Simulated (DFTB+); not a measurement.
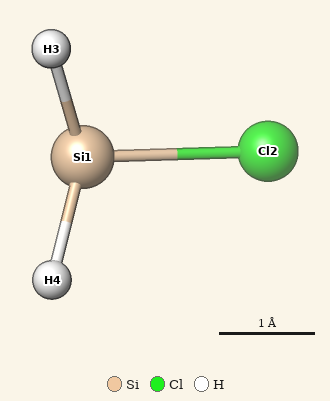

*The input geometry (ball-and-stick view, seen at a tilt; atoms are numbered from 1 in the order of the input).*

Bond lengths as drawn: Cl–Si 2.02 Å and H–Si 1.45 Å.

**Geometry relaxation of SiH2Cl (part 1 of 2)**

The run: geometry relaxation of SiH2Cl, multiplicity 2. Method and program: GFN1-xTB, R-SCC, dispersion built in (DFTB+ 25.1).

The geometry comes from this level: GFN2-xTB.

Input (dftb_in.hsd):
```
Geometry = GenFormat {
  4 C
  Si Cl H
     1  1     -0.283580      0.237700      0.131590
     2  2      1.597690     -0.059610      0.811090
     3  3     -1.065000     -0.978280      0.263310
     4  3     -0.249110      0.800200     -1.205980
}

Driver = GeometryOptimisation {
  Optimiser = Rational {}
  MaxSteps = 200
  Convergence = {
    GradElem = 1e-05
  }
  AppendGeometries = Yes
}

Hamiltonian = xTB {
  Method = "GFN1-xTB"
  SCCTolerance = 1e-08
  Filling = Fermi {
    Temperature [Kelvin] = 300
  }
  SpinPolarisation = Colinear {
    UnpairedElectrons = 1
  }
  SpinConstants = {
    ShellResolvedSpin = No
    Si = 0.0
    Cl = 0.0
    H = 0.0
  }
}

Analysis = {
  PrintForces = Yes
}

Options = {
  WriteResultsTag = Yes
}

ParserOptions = {
  ParserVersion = 14
}
```

Run as:
```bash
dftb+ > run.log
```

Output:
```
|  DFTB+ development version (commit: a23bfb2)

Reading input file 'dftb_in.hsd'
Parser version: 14

--------------------------------------------------------------------------------

Processed input in HSD format written to 'dftb_pin.hsd'

Starting initialization...
--------------------------------------------------------------------------------
OpenMP threads:              1
Chosen random seed:          1981519746
Current stacksize:           unlimited
Mode:                        Geometry optimisation relaxation
Self consistent charges:     Yes
SCC-tolerance:                 0.100000E-07
Max. scc iterations:                    100
Shell resolved Hubbard:      Yes
Spin polarisation:           Yes
Nr. of up electrons:             7.000000
Nr. of down electrons:           6.000000
Periodic boundaries:         No
Electronic solver:           Relatively robust
Mixer:                       Broyden mixer
Mixing parameter:                  0.200000
Nr. of chrg. vec. in memory:            100
Max. SCC-cycles:                        100
Max. nr. of geometry steps:             200
tblite library version:      0.3.0
-> parametrization:          GFN1-xTB
-> repulsion:                Yes
-> dispersion:               Yes
-> halogen bonding:          Yes
-> electrostatics:           Yes
   -> isotropic:             Yes
   -> anisotropic:           No
   -> third-order:           Yes
Electronic temperature:              0.950045E-03 H      0.258520E-01 eV
Initial charges:             Set automatically (system chrg:   0.000E+00)
Included shells:            Si:  s, p, d
                            Cl:  s, p, d
                             H:  s, s2
Spin coupling constants:     Si  1(s)-1(s):   0.000000E+00
                             Si  1(s)-2(p):   0.000000E+00
                             Si  1(s)-3(d):   0.000000E+00
                             Si  2(p)-1(s):   0.000000E+00
                             Si  2(p)-2(p):   0.000000E+00
                             Si  2(p)-3(d):   0.000000E+00
                             Si  3(d)-1(s):   0.000000E+00
                             Si  3(d)-2(p):   0.000000E+00
                             Si  3(d)-3(d):   0.000000E+00
                             Cl  1(s)-1(s):   0.000000E+00
                             Cl  1(s)-2(p):   0.000000E+00
                             Cl  1(s)-3(d):   0.000000E+00
                             Cl  2(p)-1(s):   0.000000E+00
                             Cl  2(p)-2(p):   0.000000E+00
                             Cl  2(p)-3(d):   0.000000E+00
                             Cl  3(d)-1(s):   0.000000E+00
                             Cl  3(d)-2(p):   0.000000E+00
                             Cl  3(d)-3(d):   0.000000E+00
                             H   1(s)-1(s):   0.000000E+00
                             H   1(s)-2(s):   0.000000E+00
                             H   2(s)-1(s):   0.000000E+00
                             H   2(s)-2(s):   0.000000E+00
Extra options:
                             Mulliken analysis
                             Force calculation
Force type                   original

--------------------------------------------------------------------------------

***  Geometry step: 0

 iSCC Total electronic   Diff electronic      SCC error
    1   -0.71990569E+01    0.00000000E+00    0.36989124E+00
    2   -0.71978135E+01   -0.71990569E+01    0.56690420E-01
    3   -0.72001909E+01    0.12434170E-02    0.31010141E-01
    4   -0.72009180E+01   -0.23774094E-02    0.53894340E-02
    5   -0.72009287E+01   -0.72705716E-03    0.24139177E-02
    6   -0.72009325E+01   -0.10716737E-04    0.73810103E-03
    7   -0.72009327E+01   -0.37826153E-05    0.21502725E-03
    8   -0.72009327E+01   -0.21789356E-06    0.67702304E-04
    9   -0.72009327E+01   -0.82239122E-08    0.20534700E-05
   10   -0.72009327E+01   -0.17690329E-08    0.60477067E-06
   11   -0.72009327E+01   -0.14939161E-11    0.10005396E-06
   12   -0.72009327E+01   -0.17408297E-12    0.15420698E-07
   13   -0.72009327E+01   -0.53290705E-14    0.83437701E-11

Total Energy:                       -7.1691132072 H         -195.0815 eV
Extrapolated to 0K:                 -7.1691132072 H         -195.0815 eV
Total Mermin free energy:           -7.1691132072 H         -195.0815 eV
Force related energy:               -7.1691132072 H         -195.0815 eV

total energy  -7.1691132E+00 H       energy change -7.1691132E+00 H
gradient norm  2.5174033E-02 H/a0    max. gradient  1.6661177E-02 H/a0
step length    0.0000000E+00 a0      max. step      0.0000000E+00 a0

--------------------------------------------------------------------------------

***  Geometry step: 1

 iSCC Total electronic   Diff electronic      SCC error
    1   -0.72010752E+01    0.00000000E+00    0.51816349E-02
    2   -0.72010787E+01   -0.14252186E-03    0.39892055E-02
    3   -0.72010801E+01   -0.34474030E-05    0.14662364E-02
    4   -0.72010802E+01   -0.14321803E-05    0.20186755E-03
    5   -0.72010802E+01   -0.99772831E-07    0.46686433E-04
    6   -0.72010802E+01   -0.40033248E-08    0.25350124E-04
    7   -0.72010802E+01   -0.16697754E-11    0.41151806E-07
    8   -0.72010802E+01   -0.50155435E-10    0.29979909E-07
    9   -0.72010802E+01    0.88817842E-15    0.46035847E-08

Total Energy:                       -7.1696903063 H         -195.0972 eV
Extrapolated to 0K:                 -7.1696903063 H         -195.0972 eV
Total Mermin free energy:           -7.1696903063 H         -195.0972 eV
Force related energy:               -7.1696903063 H         -195.0972 eV

total energy  -7.1696903E+00 H       energy change -5.7709911E-04 H
gradient norm  2.1036406E-02 H/a0    max. gradient  1.3299820E-02 H/a0
step length    2.5174033E-02 a0      max. step      1.6661177E-02 a0

--------------------------------------------------------------------------------

***  Geometry step: 2

 iSCC Total electronic   Diff electronic      SCC error
    1   -0.72004399E+01    0.00000000E+00    0.27368988E-01
    2   -0.72004849E+01    0.64034513E-03    0.21013831E-01
    3   -0.72005037E+01   -0.45071119E-04    0.57554547E-02
    4   -0.72005067E+01   -0.18792206E-04    0.10374394E-02
    5   -0.72005068E+01   -0.29584181E-05    0.35228699E-03
    6   -0.72005068E+01   -0.86317039E-07    0.12782835E-03
    7   -0.72005068E+01   -0.57113940E-08    0.71812325E-06
    8   -0.72005068E+01   -0.20067086E-08    0.23587890E-06
    9   -0.72005068E+01   -0.33484326E-12    0.25375838E-07
   10   -0.72005068E+01   -0.10658141E-13    0.28397662E-08

Total Energy:                       -7.1712850924 H         -195.1406 eV
Extrapolated to 0K:                 -7.1712850924 H         -195.1406 eV
Total Mermin free energy:           -7.1712850924 H         -195.1406 eV
Force related energy:               -7.1712850924 H         -195.1406 eV

total energy  -7.1712851E+00 H       energy change -1.5947861E-03 H
gradient norm  1.7041741E-02 H/a0    max. gradient  9.7804564E-03 H/a0
step length    1.3381119E-01 a0      max. step      8.5333361E-02 a0

--------------------------------------------------------------------------------

***  Geometry step: 3

 iSCC Total electronic   Diff electronic      SCC error
    1   -0.72000862E+01    0.00000000E+00    0.61462036E-02
    2   -0.72000867E+01    0.42056719E-03    0.45792565E-02
    3   -0.72000869E+01   -0.47836072E-06    0.70988411E-03
    4   -0.72000870E+01   -0.20588177E-06    0.25912181E-03
    5   -0.72000870E+01   -0.89666082E-07    0.43504019E-04
    6   -0.72000870E+01   -0.44829296E-09    0.66709659E-06
    7   -0.72000870E+01   -0.13268320E-09    0.11682950E-06
    8   -0.72000870E+01   -0.92370556E-13    0.68519706E-07
    9   -0.72000870E+01    0.00000000E+00    0.22816888E-08

Total Energy:                       -7.1715960909 H         -195.1491 eV
Extrapolated to 0K:                 -7.1715960909 H         -195.1491 eV
Total Mermin free energy:           -7.1715960909 H         -195.1491 eV
Force related energy:               -7.1715960909 H         -195.1491 eV

total energy  -7.1715961E+00 H       energy change -3.1099850E-04 H
gradient norm  1.5711557E-02 H/a0    max. gradient  7.9345569E-03 H/a0
step length    3.8009742E-02 a0      max. step      2.0114486E-02 a0

--------------------------------------------------------------------------------

***  Geometry step: 4

 iSCC Total electronic   Diff electronic      SCC error
    1   -0.71994416E+01    0.00000000E+00    0.91881745E-02
    2   -0.71994554E+01    0.64540877E-03    0.66234307E-02
    3   -0.71994602E+01   -0.13805755E-04    0.25759833E-02
    4   -0.71994609E+01   -0.48379052E-05    0.47073413E-03
    5   -0.71994609E+01   -0.71013593E-06    0.16119600E-03
    6   -0.71994610E+01   -0.14969184E-07    0.73434969E-04
    7   -0.71994610E+01   -0.33182559E-08    0.98289585E-06
    8   -0.71994610E+01   -0.46338311E-09    0.19428728E-06
    9   -0.71994610E+01   -0.31974423E-12    0.33502813E-08

Total Energy:                       -7.1721595693 H         -195.1644 eV
Extrapolated to 0K:                 -7.1721595693 H         -195.1644 eV
Total Mermin free energy:           -7.1721595693 H         -195.1644 eV
Force related energy:               -7.1721595693 H         -195.1644 eV

total energy  -7.1721596E+00 H       energy change -5.6347836E-04 H
gradient norm  1.0996056E-02 H/a0    max. gradient  5.9045224E-03 H/a0
step length    8.8131933E-02 a0      max. step      4.2000416E-02 a0

--------------------------------------------------------------------------------

***  Geometry step: 5

 iSCC Total electronic   Diff electronic      SCC error
    1   -0.72001498E+01    0.00000000E+00    0.35224028E-02
    2   -0.72001531E+01   -0.68880267E-03    0.21841195E-02
    3   -0.72001545E+01   -0.33900469E-05    0.76018834E-03
    4   -0.72001545E+01   -0.13208781E-05    0.10878354E-03
    5   -0.72001545E+01   -0.38770536E-07    0.29158030E-04
    6   -0.72001545E+01   -0.16704638E-08    0.13991536E-04
    7   -0.72001545E+01   -0.69879214E-10    0.67335885E-07
    8   -0.72001545E+01   -0.10611068E-10    0.43146217E-07
    9   -0.72001545E+01    0.88817842E-15    0.35266003E-08

Total Energy:                       -7.1723409005 H         -195.1693 eV
Extrapolated to 0K:                 -7.1723409005 H         -195.1693 eV
Total Mermin free energy:           -7.1723409005 H         -195.1693 eV
Force related energy:               -7.1723409005 H         -195.1693 eV

total energy  -7.1723409E+00 H       energy change -1.8133125E-04 H
gradient norm  8.6037678E-03 H/a0    max. gradient  4.1990025E-03 H/a0
step length    3.4065110E-02 a0      max. step      1.6992200E-02 a0

--------------------------------------------------------------------------------

***  Geometry step: 6

 iSCC Total electronic   Diff electronic      SCC error
    1   -0.72016205E+01    0.00000000E+00    0.48312400E-02
    2   -0.72016209E+01   -0.14659863E-02    0.36762554E-02
    3   -0.72016211E+01   -0.38712078E-06    0.42069388E-03
    4   -0.72016211E+01   -0.19599500E-06    0.12317089E-03
    5   -0.72016211E+01   -0.62313941E-07    0.22829128E-04
    6   -0.72016211E+01   -0.67792527E-09    0.98940310E-05
    7   -0.72016211E+01   -0.60733640E-11    0.30704351E-07
    8   -0.72016211E+01   -0.42278181E-10    0.42780104E-08

Total Energy:                       -7.1724569746 H         -195.1725 eV
Extrapolated to 0K:                 -7.1724569746 H         -195.1725 eV
Total Mermin free energy:           -7.1724569746 H         -195.1725 eV
Force related energy:               -7.1724569746 H         -195.1725 eV

total energy  -7.1724570E+00 H       energy change -1.1607406E-04 H
gradient norm  6.1754870E-03 H/a0    max. gradient  4.2171671E-03 H/a0
step length    3.0091656E-02 a0      max. step      1.4570344E-02 a0

--------------------------------------------------------------------------------

***  Geometry step: 7

 iSCC Total electronic   Diff electronic      SCC error
    1   -0.72026363E+01    0.00000000E+00    0.27526964E-02
    2   -0.72026373E+01   -0.10151465E-02    0.19915956E-02
    3   -0.72026376E+01   -0.97073349E-06    0.63627383E-03
    4   -0.72026377E+01   -0.36997274E-06    0.10371975E-03
    5   -0.72026377E+01   -0.59653372E-07    0.44921560E-04
    6   -0.72026377E+01   -0.16291830E-08    0.20753663E-04
    7   -0.72026377E+01   -0.35305092E-11    0.16631269E-07
    8   -0.72026377E+01   -0.34973802E-10    0.10236253E-08

Total Energy:                       -7.1725009709 H         -195.1737 eV
Extrapolated to 0K:                 -7.1725009709 H         -195.1737 eV
Total Mermin free energy:           -7.1725009709 H         -195.1737 eV
Force related energy:               -7.1725009709 H         -195.1737 eV

total energy  -7.1725010E+00 H       energy change -4.3996322E-05 H
gradient norm  3.5377603E-03 H/a0    max. gradient  2.6918080E-03 H/a0
step length    1.5226871E-02 a0      max. step      6.6199099E-03 a0

--------------------------------------------------------------------------------

***  Geometry step: 8

 iSCC Total electronic   Diff electronic      SCC error
    1   -0.72031666E+01    0.00000000E+00    0.24842367E-02
    2   -0.72031680E+01   -0.52890363E-03    0.14124481E-02
    3   -0.72031686E+01   -0.14565089E-05    0.56182531E-03
    4   -0.72031686E+01   -0.57326853E-06    0.74930235E-04
    5   -0.72031686E+01   -0.25201365E-07    0.27777287E-04
    6   -0.72031686E+01   -0.18173010E-08    0.17089388E-04
    7   -0.72031686E+01   -0.35692338E-10    0.15026208E-07
    8   -0.72031686E+01   -0.43804960E-11    0.95889359E-08

Total Energy:                       -7.1725162742 H         -195.1741 eV
Extrapolated to 0K:                 -7.1725162742 H         -195.1741 eV
Total Mermin free energy:           -7.1725162742 H         -195.1741 eV
Force related energy:               -7.1725162742 H         -195.1741 eV

total energy  -7.1725163E+00 H       energy change -1.5303267E-05 H
gradient norm  1.3780762E-03 H/a0    max. gradient  6.7908070E-04 H/a0
step length    8.7337100E-03 a0      max. step      5.0944822E-03 a0

--------------------------------------------------------------------------------

***  Geometry step: 9

 iSCC Total electronic   Diff electronic      SCC error
    1   -0.72031698E+01    0.00000000E+00    0.51513182E-03
    2   -0.72031699E+01   -0.11438102E-05    0.29005917E-03
    3   -0.72031699E+01   -0.69243180E-07    0.87753766E-04
    4   -0.72031699E+01   -0.27747507E-07    0.13310253E-04
    5   -0.72031699E+01   -0.81681772E-09    0.16345757E-05
    6   -0.72031699E+01   -0.34552805E-10    0.88972506E-06
    7   -0.72031699E+01   -0.35527137E-14    0.81194923E-08

Total Energy:                       -7.1725185352 H         -195.1742 eV
Extrapolated to 0K:                 -7.1725185352 H         -195.1742 eV
Total Mermin free energy:           -7.1725185352 H         -195.1742 eV
Force related energy:               -7.1725185352 H         -195.1742 eV

total energy  -7.1725185E+00 H       energy change -2.2609980E-06 H
gradient norm  1.2513249E-03 H/a0    max. gradient  7.1254117E-04 H/a0
step length    2.2940544E-03 a0      max. step      1.5581895E-03 a0

--------------------------------------------------------------------------------

***  Geometry step: 10

 iSCC Total electronic   Diff electronic      SCC error
    1   -0.72031215E+01    0.00000000E+00    0.68732857E-03
    2   -0.72031216E+01    0.48423833E-04    0.39907969E-03
    3   -0.72031216E+01   -0.10746809E-06    0.15370288E-03
    4   -0.72031216E+01   -0.43442386E-07    0.18223151E-04
    5   -0.72031216E+01   -0.16195019E-08    0.46768123E-05
    6   -0.72031216E+01   -0.69754869E-10    0.21749795E-05
    7   -0.72031216E+01   -0.34638958E-13    0.20853874E-07
    8   -0.72031216E+01   -0.27799985E-12    0.71670681E-09

Total Energy:                       -7.1725226776 H         -195.1743 eV
Extrapolated to 0K:                 -7.1725226776 H         -195.1743 eV
Total Mermin free energy:           -7.1725226776 H         -195.1743 eV
Force related energy:               -7.1725226776 H         -195.1743 eV

total energy  -7.1725227E+00 H       energy change -4.1424154E-06 H
gradient norm  1.4443623E-03 H/a0    max. gradient  9.5805392E-04 H/a0
step length    5.2220629E-03 a0      max. step      2.8926570E-03 a0

--------------------------------------------------------------------------------

***  Geometry step: 11

 iSCC Total electronic   Diff electronic      SCC error
    1   -0.72030629E+01    0.00000000E+00    0.66382893E-03
    2   -0.72030630E+01    0.58721438E-04    0.41229224E-03
    3   -0.72030630E+01   -0.66076557E-07    0.11289963E-03
    4   -0.72030630E+01   -0.26673750E-07    0.19447437E-04
    5   -0.72030630E+01   -0.14165957E-08    0.31559521E-05
    6   -0.72030630E+01   -0.75598194E-10    0.12480086E-05
    7   -0.72030630E+01   -0.27089442E-12    0.33111803E-07
    8   -0.72030630E+01   -0.19273472E-12    0.78008089E-09

Total Energy:                       -7.1725283734 H         -195.1744 eV
Extrapolated to 0K:                 -7.1725283734 H         -195.1744 eV
Total Mermin free energy:           -7.1725283734 H         -195.1744 eV
Force related energy:               -7.1725283734 H         -195.1744 eV

total energy  -7.1725284E+00 H       energy change -5.6957759E-06 H
gradient norm  1.6510311E-03 H/a0    max. gradient  9.6644069E-04 H/a0
step length    8.9551559E-03 a0      max. step      4.3360973E-03 a0

--------------------------------------------------------------------------------

***  Geometry step: 12
```
